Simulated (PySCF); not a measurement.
## A study: Cl₂O₂W, SMILES `O=[W](=O)(Cl)Cl`

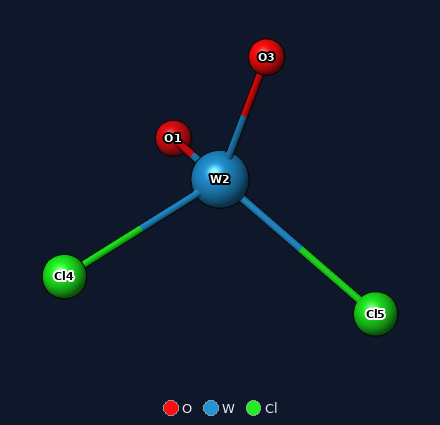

The molecule, with its atoms numbered as below. No frequency check shows the geometry to be a minimum.

Geometry (Å), atoms numbered from 1:

```
O1       0.0005   -1.1443   -1.4081
W2       0.0000   -0.2365    0.0000
O3      -0.0005   -1.1443    1.4081
Cl4      1.7467    1.0533    0.0002
Cl5     -1.7467    1.0533   -0.0002
```

### 1. Bonding charge

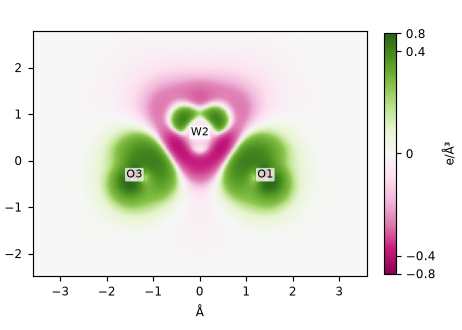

Deformation density (molecule less spherical, spin-averaged free atoms) in the plane of O1, W2 and O3; colour scale in e/Å³, logarithmic beyond ±0.1; green: gain, pink: loss.

Method: BP86/def2-SVPD; geometry: GFN2-xTB; program: PySCF. Core potentials replace the inner electrons of W; spin–orbit coupling isn't included. This is a single-reference result, which may miss multireference character in this system.

> How much density has each bond in this plane gained at its critical point, relative to the free atoms?

O1–W2 and W2–O3: +0.15 e/Å³ at the bond critical point (bond length 1.68 Å). In all, 1.3 electrons gather in the regions of gain relative to the promolecule. A small or negative value marks a very polar bond, one between electron-rich atoms, whose free-atom densities already overlap strongly, a long bond to a heavier atom, or a closed-shell contact such as a hydrogen bond.

> Where do the Hirshfeld charges lie?

The highest Hirshfeld charge is on W2 (+0.76 e), the lowest on O1 and O3 (−0.30 e).

### 2. Bond critical points

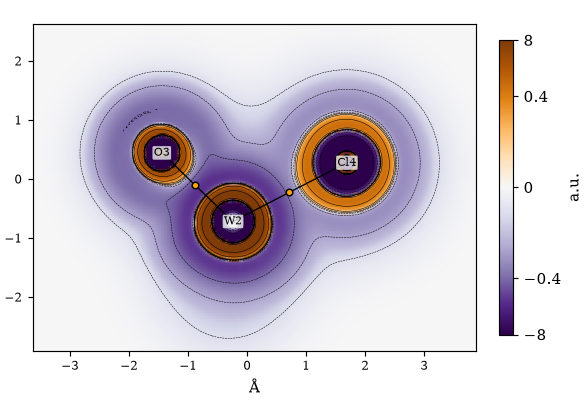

Negative Laplacian of the density (−∇²ρ) in the plane of W2, O3 and Cl4 (orange positive, purple negative, colour scale in a.u., logarithmic beyond ±0.04), with bond paths and bond critical points (dots).

> At which bond critical points in this plane is charge locally concentrated, and at which depleted?

At none is it concentrated. Depleted (∇²ρ > 0): W2–O3 (+0.90 a.u., H = −0.217); W2–Cl4 (+0.29 a.u., H = −0.053). A positive Laplacian with negative H is typical of metal–ligand bonds.

### 3. Electrostatic potential

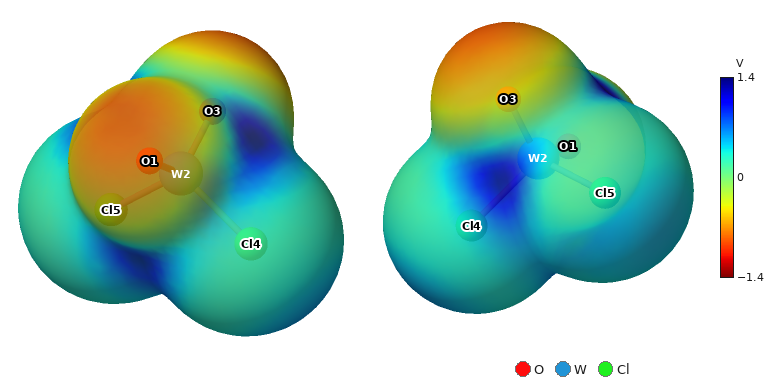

Electrostatic potential on the surface of electron density 0.001 a.u. (back view left, front view right).

> Where are the extremes of the potential on the surface?

Highest: 1.33 V, off the W2–O3 bond (2.2 Å from its atoms). Further maxima include 0.60 V, 2.0 Å from Cl5. Lowest: −0.86 V, 1.8 Å from O3, and at like points elsewhere. Further minima include 0.17 V, 2.1 Å from Cl5, and at like points elsewhere. The surface is sampled at points, so like sites can differ by a few per cent and only the strongest of them is named.

> Does Cl5 carry a σ-hole?

Yes: a local maximum of +0.60 V lies on the extension of the W2–Cl5 bond.

> What volume does the surface enclose, and what is the dipole moment?

About 120 Å³; the dipole moment is 1.8 D.

### 4. Excited states

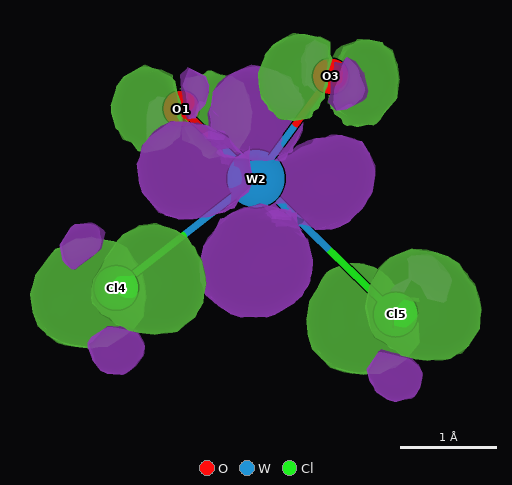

Unrelaxed difference density of S₃ less the ground state (TDA singlet states), ±0.05 e/Å³; purple: gain, green: loss.

Method: ωB97X/def2-SVPD; geometry: GFN2-xTB; program: PySCF. Core potentials replace the inner electrons of W; spin–orbit coupling isn't included. This is a single-reference result, which may miss multireference character in this system.

> How does the charge move on excitation?

0.77 e is displaced in all, of which about 0.5 e passes between atoms: Cl4 and Cl5 (0.17 e each) and O1 and O3 (0.08 e each) lose electrons and W2 (0.49 e) gains them. The state: 5.56 eV (223 nm), f = 0.000 (dark), ligand-to-metal charge transfer; the leading pair carries 99 %; hole on Cl4 and Cl5 (31 % each), O1 and O3 (15 % each) and W2 (9 %), electron on W2 (58 %), Cl4 and Cl5 (14 % each) and O1 and O3 (7 % each); their centroids lie 0.2 Å apart; S₂ lies within 0.1 eV of it.

### 5. In an electric field

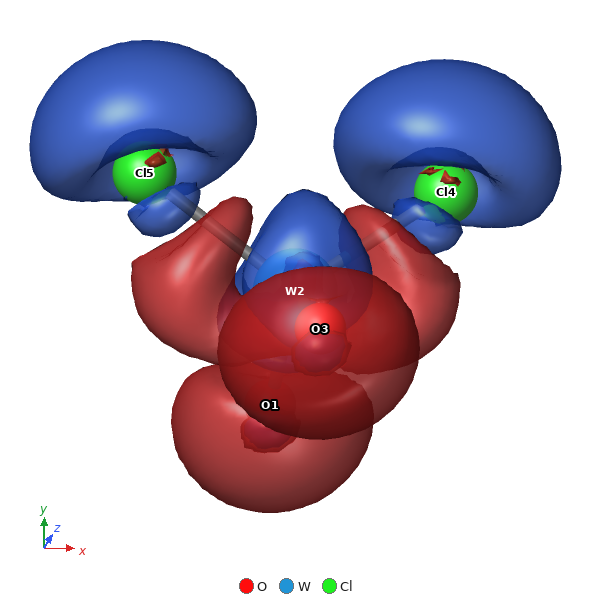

Change of the electron density in a uniform field of 0.10 V/Å, surfaces at ±0.0005 e/Å³ (blue: gain, red: loss).

Method: PBE0/def2-SVP; geometry: GFN2-xTB; program: PySCF. Core potentials replace the inner electrons of W; spin–orbit coupling isn't included. This is a single-reference result, which may miss multireference character in this system. A basis without diffuse functions makes polarisabilities too small.

> Along which Cartesian direction does the field point?

Along −y: electrons gather on the +y side, against the field.

> What dipole is induced, and what polarisability does it imply?

The induced dipole is 0.27 D (along the field); α along this axis, from the fields in both directions, is 53 bohr³ (7.9 Å³).

> Which atoms gain and lose the most charge?

Electrons gather most on Cl4 and Cl5 alike (Hirshfeld charge changes by −0.007 e) and leave O1 and O3 alike most (+0.006 e); 0.023 electrons are displaced in all.

### 6. Removing or adding an electron

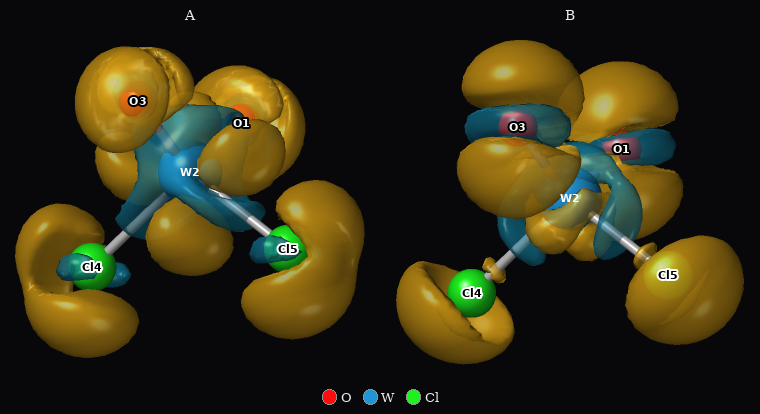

The two Fukui functions at ±0.02 e/Å³ (yellow positive, teal negative).

Level of theory: B3LYP/def2-SVP (PySCF), at a geometry from GFN2-xTB. Core potentials replace the inner electrons of W; spin–orbit coupling isn't included. This is a single-reference result, which may miss multireference character in this system.

> Which panel is f⁻ (electron removed) and which f⁺ (electron added)?

A is f⁺, B is f⁻. f⁻ (Hirshfeld-condensed) is largest on O1 and O3 (0.25 each), W2 (0.17) and Cl4 and Cl5 (0.17 each); the vertical ionisation energy is 11.59 eV. f⁺ (Hirshfeld-condensed) is largest on W2 (0.32) and Cl4 and Cl5 (0.21 each); the vertical electron affinity is 0.91 eV (the stability of the anion's solution wasn't checked; the anion's highest orbital has positive energy, so this value and f⁺ depend on the basis).

> What chemical potential and hardness follow from the two energies?

μ = −(I + A)/2 = −6.25 eV and η = I − A = 10.68 eV.

### 7. Localised orbitals

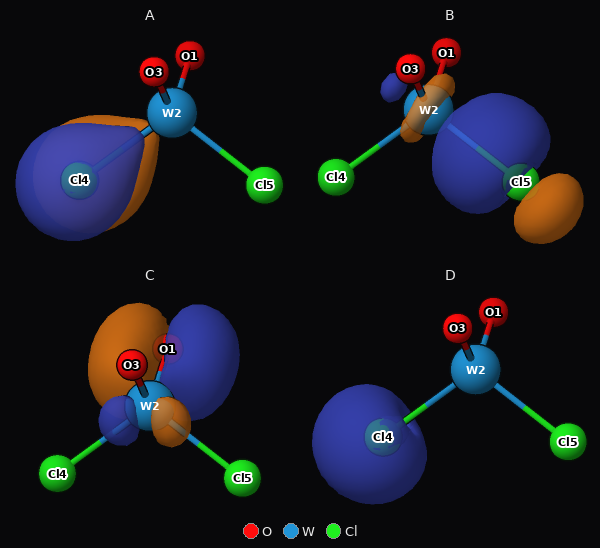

Pipek–Mezey orbitals, occupied; each surface holds about 85 % of the orbital's density. Energies are diagonal elements of the Fock matrix.

PySCF calculation, PBE0/def2-TZVP, gas phase; geometry: GFN2-xTB. Core potentials replace the inner electrons of W; spin–orbit coupling isn't included. This is a single-reference result, which may miss multireference character in this system.

> Identify each orbital.

By panel:
- A: lone pair on Cl4 (p-type) (Cl4 98 %; −11.1 eV)
- B: pair mostly on Cl5, shared in part with W2 (Cl5 87 %, W2 13 %; −17.4 eV)
- C: lone pair on O1, partly donated to W2 (O1 86 %, W2 13 %; −11.7 eV)
- D: lone pair on Cl4 (s-type) (Cl4 99 %; −21.0 eV)
